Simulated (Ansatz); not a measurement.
**CH3BrFSi: rigid scan of one bond length**

How does the energy of CH3BrFSi change as one bond is stretched? A script is to give a rigid scan of one bond length; the system is CH3BrFSi.

All numbers are computed with Ansatz 0.2.0, driven from Python. Level of theory: B3LYP/def2-SVP.

### Step 1. The system

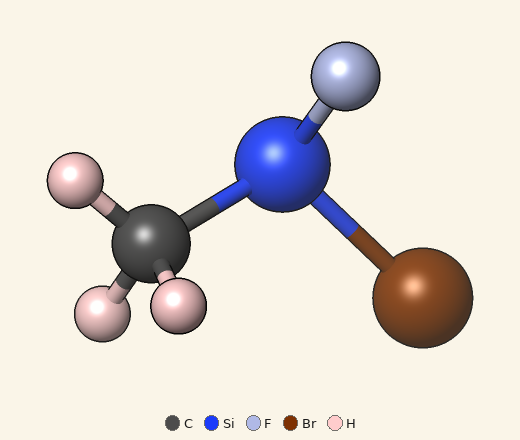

The structure that the script starts from, seen from a chosen angle (carbon dark grey, silicon blue, fluorine light blue, bromine brown, hydrogen pink).

No structure file is read: the coordinates are typed or built in the script.

### Step 2. The script

Contents of run_scan.py:

```python
'''Potential curve of CH3BrFSi along one bond.'''

import ansatz
import numpy as np

SETTINGS = {
    'basis': 'def2-SVP',
    'xc': 'B3LYP',
}

geometry_ang = [
    ('C', (0.0747, 0.7694, -0.1742)),
    ('Si', (0.3838, -0.997, -0.2128)),
    ('F', (1.1738, -1.3635, 1.1026)),
    ('Br', (-1.4524, -2.1003, -0.2052)),
    ('H', (-0.5462, 1.1123, -1.0838)),
    ('H', (-0.5503, 1.1097, 0.7001)),
    ('H', (0.9779, 1.4014, -0.1724)),
]
ch3brfsi = ansatz.Crystal.molecule()
for symbol, xyz in geometry_ang:
    ch3brfsi = ch3brfsi.atom(symbol, xyz)

symbols = [site.symbol for site in ch3brfsi.cartesian_sites]
start = np.array([site.position_ang for site in ch3brfsi.cartesian_sites])
axis = (start[3] - start[1]) / np.linalg.norm(start[3] - start[1])
moving = [3]
lengths, energies = [1.885, 1.971, 2.056, 2.142, 2.228, 2.314, 2.399, 2.528], []
for length in lengths:
    xyz = start.copy()
    xyz[moving] += (length - np.linalg.norm(start[3] - start[1])) * axis
    point = ansatz.Crystal.molecule()
    for symbol, place in zip(symbols, xyz):
        point = point.atom(symbol, place.tolist())
    calculation = (
        point.calculation()
        .basis(gaussian=SETTINGS['basis'])  # the orbital basis, by name
        .functional(SETTINGS['xc'])
        .spin('collinear', total=1)
        .accuracy('medium')  # preset for grids and thresholds
    )
    data = calculation.run().report
    energies.append(data['free_energy_ev'])
    print(f'r = {length:6.3f} A  E = {energies[-1]:.5f} eV  <S^2> = {abs(data["mean_field"]["state"]["spin_squared"]):.3f}')

# quartic fit about the minimum
fit = np.polynomial.Polynomial.fit(lengths, np.array(energies) - min(energies), 4).convert()
roots = [r.real for r in fit.deriv().roots() if abs(r.imag) < 1e-9 and fit.deriv(2)(r.real) > 0]
r_e = min(roots, key=lambda r: abs(r - lengths[int(np.argmin(energies))]))
print(f'minimum of the fit at {r_e:.4f} A, force constant {fit.deriv(2)(r_e):.2f} eV/A^2')
```

### Step 3. What the engine is handed

The package turns the script's settings into the engine's input (first run):

```yaml
crystal:
  periodic: [false, false, false]
  atoms:
    - { symbol: C, position_ang: [0.0747, 0.7694, -0.1742] }
    - { symbol: Si, position_ang: [0.3838, -0.997, -0.2128] }
    - { symbol: F, position_ang: [1.1738, -1.3635, 1.1026] }
    - { symbol: Br, position_ang: [-1.2319502975859786, -1.967840487597544, -0.20611243750046104] }
    - { symbol: H, position_ang: [-0.5462, 1.1123, -1.0838] }
    - { symbol: H, position_ang: [-0.5503, 1.1097, 0.7001] }
    - { symbol: H, position_ang: [0.9779, 1.4014, -0.1724] }
accuracy: medium
basis:
  gaussian:
    orbitals: def2-SVP
hamiltonian:
  xc: b3lyp
magnetization:
  spin_polarized: true
  initial_magnetization: 1.0
```

### Step 4. Launch

Command:

```console
$ python run_scan.py
```

Q: Predict the main results. Wanted: range of energy; lowest point, distance.

The runs gave:

```
                        quantity     value
bond length at the fit's minimum  2.2549 Å
                   runs compared         8
                 range of energy  1.589 eV
      lowest point, distance (Å)      2.23
```

In words: The curve has its lowest point inside the range, at 2.23. The ends stand 1.59 and 0.319 eV above it. The distance scanned is the script's pair 1, 3. Reading the output:
- The rest of the molecule is held rigid at a force-field or estimated start geometry, and the basis set is modest; single-reference methods fail as a bond breaks.
- The species is open-shell (spin multiplicity 2).
- b3lyp holds the VWN-RPA fit, as in Gaussian; the form of ORCA and Turbomole is b3lyp5.
